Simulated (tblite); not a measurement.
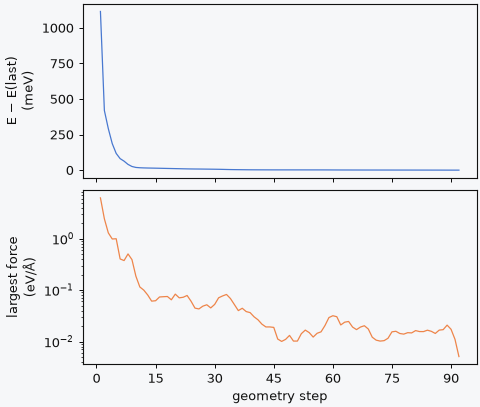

History of a geometry optimisation.

C₅H₈NP (SMILES CCc1[nH]ccp1); GFN2-xTB geometry optimisation, gas phase (tblite).

How did it end, and what did it gain?

Answer. The optimisation met its thresholds at geometry 92, counting the start as the first. The energy fell by about 1100 meV from the first step to the last. The largest force goes from about 6.2 eV/Å at the start to 5 × 10⁻³ eV/Å at the end.
